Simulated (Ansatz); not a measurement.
## How far to go with the k-point mesh at a smearing width of 0.02 eV: ZrSc (P3m1, 2 atoms in the cell)

```xyz
2
Lattice="3.2993 0.0000 0.0000 -1.6496 2.8572 0.0000 0.0000 0.0000 5.1808" Properties=species:S:1:pos:R:3 pbc="T T T"
Zr     1.6496     0.9524     0.0500
Sc     0.0000     0.0000     2.5904
```

Computed with LDA (PW92), default PAW files made with PBE (plane waves; Ansatz, a first-principles code).

Base settings: basis.ecutwfc = 420 eV; kpoints.mp_grid.grid = 11 11 7; hamiltonian.xc = lda; hamiltonian.pseudopotentials = {kind: paw} (the program's default PAW files); scf.occupations.method = fermi_dirac; scf.occupations.width = 0.1 eV.

In this ladder: scf.occupations.width = 0.02 eV.

Only quantities that move along the ladder and can be compared are tabulated.

The count of work is k-points × plane waves × bands × iterations; it is no time. 

The starting cell comes from a database of computed structures (which also holds hypothetical and non-ambient phases and stackings), without a prior relaxation at this level. Its lattice was rescaled by up to half a per cent. One atom was moved a little off its site on purpose. In the base run, with a pressure of about -7 GPa the cell is away from its equilibrium volume at this level. Ansatz's pressure includes its estimate of the finite-basis (Pulay) stress.

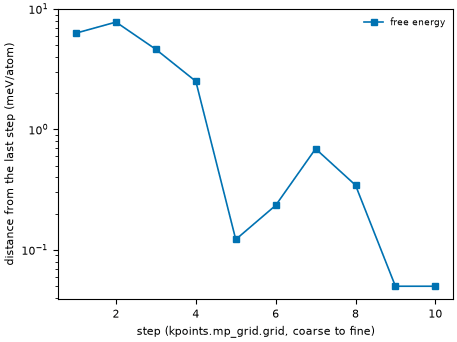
Distance from the last step along the ladder; very small values are drawn at a floor.

| kpoints.mp_grid.grid | free energy less the last step's (meV/atom) | pressure (GPa) | largest difference of a force vector from the last step's (eV/Å) | count of work / last |
|---|---|---|---|---|
| 4 4 3 | 6.31 | -6.46 | 0.033 | 0.0088 |
| 5 5 3 | -7.79 | -7.17 | 0.030 | 0.012 |
| 6 6 4 | -4.62 | -7.40 | 0.001 | 0.023 |
| 7 7 4 | 2.51 | -7.14 | 0.036 | 0.027 |
| 9 9 5 | 0.12 | -7.25 | 0.001 | 0.049 |
| 10 10 6 | 0.23 | -7.20 | 0.003 | 0.070 |
| 13 13 7 | -0.69 | -7.27 | 0.005 | 0.12 |
| 15 15 9 | 0.35 | -7.24 | 0.004 | 0.21 |
| 18 18 10 | -0.01 | -7.28 | 0.003 | 0.32 |
| 22 22 13 | 0.01 | -7.27 | 0.002 | 0.59 |
| 27 27 15 | 0.00 | -7.25 | 0.000 | 1.0 |

Coarsest kpoints.mp_grid.grid that holds the forces within 0.02 eV/Å of the last step, with all finer ones: 9 9 5, at 0.049 of the last step's count of work; the step before is off by 0.036 eV/Å.

Coarsest kpoints.mp_grid.grid that holds the free energy within 0.5 meV/atom of the last step, with all finer ones: 15 15 9, at 0.21 of the last step's count of work; the step before is off by 0.69 meV/atom.

Coarsest kpoints.mp_grid.grid that holds the pressure within 0.5 GPa of the last step, with all finer ones: 5 5 3, at 0.012 of the last step's count of work; the step before is off by 0.80 GPa.

Keys are those of Ansatz 0.2.
